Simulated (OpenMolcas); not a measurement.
**triplet AlNH4O2: levels of theory compared**

Wanted: a comparison of 6 runs (U-r2SCAN/6-311+G**, U-revPBE/6-311+G**, UB3LYP/6-311+G**, UM06-2X/6-311+G**, USVWN5/6-311+G**, UTPSS/6-311+G**) of triplet AlNH4O2. 

The calculation is run with OpenMolcas 26.06.

## Step 1: The structure to begin with

The species is AlNH4O2 (8 atoms), meant as a triplet with charge 0. SMILES of the parent species: `[NH2][Al]([OH])[OH]`. The coordinates come from a PBE0-D4/def2-TZVP relaxation. This is one conformer, not always the lowest. That shape belongs to the parent species and isn't relaxed for this state.

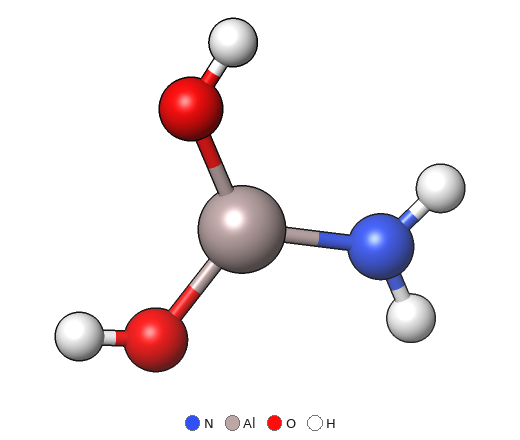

The structure, seen from a chosen angle (nitrogen blue, aluminium light grey, oxygen red, hydrogen white).

## Step 2: A single-point energy at U-r2SCAN/6-311+G(d,p) (run 1)

Input file job.input:

```
>>> EXPORT MOLCAS_PRINT=2
&GATEWAY
BasLib=$CurrDir
Coord
8
angstrom
N       -0.453400       1.370900       0.159000
Al       0.021900      -0.314300      -0.015200
O        1.569400      -0.806100      -0.500900
O       -1.140100      -1.496100       0.324200
H        0.132800       2.170000      -0.009000
H       -1.372600       1.662000       0.447700
H        2.287000      -0.213800      -0.712700
H       -0.952800      -2.429800       0.251200
Basis=6-311pGss
Group=NoSym
&SEWARD
GridInput
Grid=UltraFine
End of Grid
&SCF
UHF
Spin=3
KSDFT=2
1.0 MGGA_X_R2SCAN
1.0 MGGA_C_R2SCAN
Thresholds=1e-10 1e-07 1e-07 1e-05
PrOrbitals=1 1
```

The basis set 6-311+G** is read from a file made from the Basis Set Exchange's data (not shown).

Run with:

```sh
$ export MOLCAS_MEM=1860
$ pymolcas job.input > job.log
```

The program printed:

```text
--- Start Module: gateway ---
[...]
--- Stop Module: gateway /rc=_RC_ALL_IS_WELL_ ---
--- Start Module: seward ---
[...]
      Basis functions          120
--- Stop Module: seward /rc=_RC_ALL_IS_WELL_ ---
[...]
--- Start Module: scf ---
[...]
       Convergence after  34 Iterations
[...]
::    Total KS-DFT energy                            -449.9431928416
[...]
      Total spin, S                                     1.0012858008
[...]
      Total electronic charge=   40.000000
      Total            charge=   -0.000000
[...]
      Dipole Moment (debye):
      Origin of the operator (angstrom)=    0.0156   -0.3235   -0.0134
                   X= -2.6909E-01               Y=  1.9627E+00               Z=  1.1508E-01           Total=  1.9844E+00
      Quadrupole Moment (debye*angstrom):
[...]
--- Stop Module: scf /rc=_RC_ALL_IS_WELL_ ---
[...]
```

Run time: 3.7 min. Hardware: 1 thread of Intel Xeon Platinum 8259CL at 2.50GHz (Skylake/Cascade Lake), shared host; peak memory 0.76 GiB.

## Step 3: The energy at U-revPBE/6-311+G(d,p) (run 2)

Input file job.inp:

```
* AlH4NO2 Kohn-Sham DFT
&GATEWAY
BasLib = $CurrDir
Coord
8
angstrom
N       -0.453400       1.370900       0.159000
Al       0.021900      -0.314300      -0.015200
O        1.569400      -0.806100      -0.500900
O       -1.140100      -1.496100       0.324200
H        0.132800       2.170000      -0.009000
H       -1.372600       1.662000       0.447700
H        2.287000      -0.213800      -0.712700
H       -0.952800      -2.429800       0.251200
Basis = 6-311pGss
Group = NoSym
&SEWARD
GridInput
Grid=UltraFine
End of Grid
&SCF
UHF
Spin = 3
KSDFT = revPBE
Thresholds = 1e-10 1e-07 1e-07 1e-05
PrOrbitals = 1 2
```

The basis set 6-311+G** is read from a file made from the Basis Set Exchange's data (not shown).

Run with:

```sh
$ export MOLCAS_MEM=1860
$ pymolcas job.inp > job.log
```

The program printed:

```text
--- Start Module: gateway ---
[...]
--- Stop Module: gateway /rc=_RC_ALL_IS_WELL_ ---
--- Start Module: seward ---
[...]
      Basis functions          120
--- Stop Module: seward /rc=_RC_ALL_IS_WELL_ ---
[...]
--- Start Module: scf ---
[...]
       Convergence after  49 Iterations
[...]
::    Total KS-DFT energy                            -449.9538781810
[...]
      Total spin, S                                     1.0006982443
[...]
      Total electronic charge=   40.000000
      Total            charge=   -0.000000
[...]
      Dipole Moment (debye):
      Origin of the operator (angstrom)=    0.0156   -0.3235   -0.0134
                   X= -2.3327E-01               Y=  2.1062E+00               Z=  1.0639E-01           Total=  2.1217E+00
      Quadrupole Moment (debye*angstrom):
[...]
--- Stop Module: scf /rc=_RC_ALL_IS_WELL_ ---
[...]
```

Wall time 3.5 min (1 thread of Intel Xeon Platinum 8259CL at 2.50GHz (Skylake/Cascade Lake), shared host); peak memory 0.76 GiB.

Run 3 isn't shown in full; the table further down has it.

## Step 4: A single-point energy at UM06-2X/6-311+G(d,p) (run 4)

Input file job.inp:

```
* AlH4NO2 Kohn-Sham DFT

&gateway
 baslib
 $CurrDir
 coord
 8
 bohr
 N     -0.85680182     2.59062554     0.30046645
 Al     0.04138500    -0.59394092    -0.02872384
 O      2.96573618    -1.52330823    -0.94656382
 O     -2.15447675    -2.82721926     0.61264921
 H      0.25095563     4.10070569    -0.01700754
 H     -2.59383808     3.14072482     0.84603039
 H      4.32180365    -0.40402345    -1.34680781
 H     -1.80053105    -4.59165654     0.47469920
 basis
 6-311pGss
 group
 NoSym

&seward
 gridinput
 Grid=UltraFine
 End of Grid

&scf
 uhf
 spin
 3
 ksdft
 M062X
 thresholds
 1e-10 1e-07 1e-07 1e-05
 prorbitals
 1 2
```

The basis set 6-311+G** is read from a file made from the Basis Set Exchange's data (not shown).

Run with:

```sh
$ export MOLCAS_MEM=1860
$ pymolcas job.inp > job.log
```

The program printed:

```text
--- Start Module: gateway ---
[...]
--- Stop Module: gateway /rc=_RC_ALL_IS_WELL_ ---
--- Start Module: seward ---
[...]
      Basis functions          120
--- Stop Module: seward /rc=_RC_ALL_IS_WELL_ ---
[...]
--- Start Module: scf ---
[...]
       Convergence after  22 Iterations
[...]
::    Total KS-DFT energy                            -449.9631302891
[...]
      Total spin, S                                     1.0016437290
[...]
      Total electronic charge=   40.000000
      Total            charge=   -0.000000
[...]
      Dipole Moment (debye):
      Origin of the operator (angstrom)=    0.0156   -0.3235   -0.0134
                   X= -2.2085E-01               Y=  2.4092E+00               Z=  1.0749E-01           Total=  2.4217E+00
      Quadrupole Moment (debye*angstrom):
[...]
--- Stop Module: scf /rc=_RC_ALL_IS_WELL_ ---
[...]
```

Run time: 2.5 min. Hardware: 1 thread of Intel Xeon Platinum 8259CL at 2.50GHz (Skylake/Cascade Lake), shared host; peak memory 0.76 GiB.

Run 5 isn't shown in full; the table further down has it.

## Step 5: The energy at UTPSS/6-311+G(d,p) (run 6)

Input file mol.xyz:

```xyz
8

N     -0.453400     1.370900     0.159000
Al     0.021900    -0.314300    -0.015200
O      1.569400    -0.806100    -0.500900
O     -1.140100    -1.496100     0.324200
H      0.132800     2.170000    -0.009000
H     -1.372600     1.662000     0.447700
H      2.287000    -0.213800    -0.712700
H     -0.952800    -2.429800     0.251200
```

Input file run.input:

```
&GATEWAY
  BASLIB=$CurrDir
  COORD=mol.xyz
  BASIS=6-311pGss
  GROUP=NoSym

&SEWARD
  GRIDINPUT
  Grid=UltraFine
  End of Grid

&SCF
  UHF
  SPIN=3
  KSDFT=2
  1.0 MGGA_X_TPSS
  1.0 MGGA_C_TPSS
  THRESHOLDS=1e-10 1e-07 1e-07 1e-05
  PRORBITALS=1
```

The basis set 6-311+G** is read from a file made from the Basis Set Exchange's data (not shown).

Run with:

```sh
$ export MOLCAS_MEM=1860
$ pymolcas run.input > run.log
```

The program printed:

```text
--- Start Module: gateway ---
[...]
--- Stop Module: gateway /rc=_RC_ALL_IS_WELL_ ---
--- Start Module: seward ---
[...]
      Basis functions          120
--- Stop Module: seward /rc=_RC_ALL_IS_WELL_ ---
[...]
--- Start Module: scf ---
[...]
       Convergence after  56 Iterations
[...]
::    Total KS-DFT energy                            -450.1104557465
[...]
      Total spin, S                                     1.0009862679
[...]
      Dipole Moment (debye):
      Origin of the operator (angstrom)=    0.0156   -0.3235   -0.0134
                   X= -3.2633E-01               Y=  2.3437E+00               Z=  1.3898E-01           Total=  2.3704E+00
      Quadrupole Moment (debye*angstrom):
[...]
--- Stop Module: scf /rc=_RC_ALL_IS_WELL_ ---
[...]
```

It took 6.1 min on 1 thread of Intel Xeon Platinum 8259CL at 2.50GHz (Skylake/Cascade Lake), shared host; peak memory 0.76 GiB.

## Step 6: The series

| run | level | energy (Eh) | dipole moment (D) | HOMO energy (eV) | ⟨S²⟩ | wall time |
| --- | --- | --- | --- | --- | --- | --- |
| 1 | U-r2SCAN/6-311+G** | -449.943193 | 1.98 | -2.62 | 2.004 | 3.7 min |
| 2 | U-revPBE/6-311+G** | -449.953878 | 2.12 | -2.41 | 2.002 | 3.5 min |
| 3 | UB3LYP/6-311+G** | -450.098323 | 2.17 | -2.99 | 2.003 | 2 min |
| 4 | UM06-2X/6-311+G** | -449.963130 | 2.42 | -3.78 | 2.005 | 2.5 min |
| 5 | USVWN5/6-311+G** | -447.497322 | 1.83 | -2.60 | 2.001 | 2.4 min |
| 6 | UTPSS/6-311+G** | -450.110456 | 2.37 | -2.38 | 2.003 | 6.1 min |

## Step 7: What came out

| quantity | value |
| --- | --- |
| run 6: total energy | -450.11046 Eh |
| run 6: dipole moment | 2.37 D |
| run 6: HOMO energy (highest over α and β) | -2.38 eV |
| run 6: ⟨S²⟩ | 2.003 |

What this shows: The dipole moment (its size) runs from 1.83 D (USVWN5/6-311+G**) to 2.42 D (UM06-2X/6-311+G**). Totals of different functionals can't be ranked against each other. All runs together took 20 min, the longest 6.1 min.
